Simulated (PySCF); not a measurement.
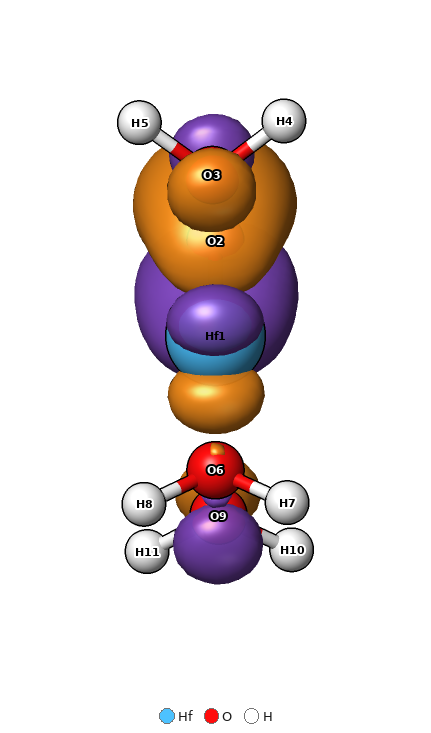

HfO···H2O···H2O···H2O (charge +2). The HOMO−1 at ±0.15 Å⁻³ᐟ² (orange and purple are the two phases), seen at an oblique angle.

Core potentials replace the inner electrons of Hf.

The calculation used RKS r2SCAN, Hf def2-SVP with ECP60, O def2-SVP, H def2-SVP; non-relativistic Hamiltonian with scalar-relativistic core potentials where named; density fitting (PySCF 2.14.0).

```tsv
atom	x (Å)	y (Å)	z (Å)
Hf	0.1624	0.0000	0.0000
O	1.8862	0.0000	0.0000
O	-0.0128	2.2397	0.0000
H	0.1530	2.8204	0.7716
H	0.1530	2.8204	-0.7716
O	-2.2942	0.0000	0.0000
H	-2.9014	0.0000	0.7644
H	-2.9014	0.0000	-0.7644
O	-0.0128	-2.2397	0.0000
H	0.1530	-2.8204	0.7716
H	0.1530	-2.8204	-0.7716
```

### What is the character of this orbital?

It lies mainly on O2 (about 70 %) and Hf1 (about 20 %). Its energy is −16.95 eV.
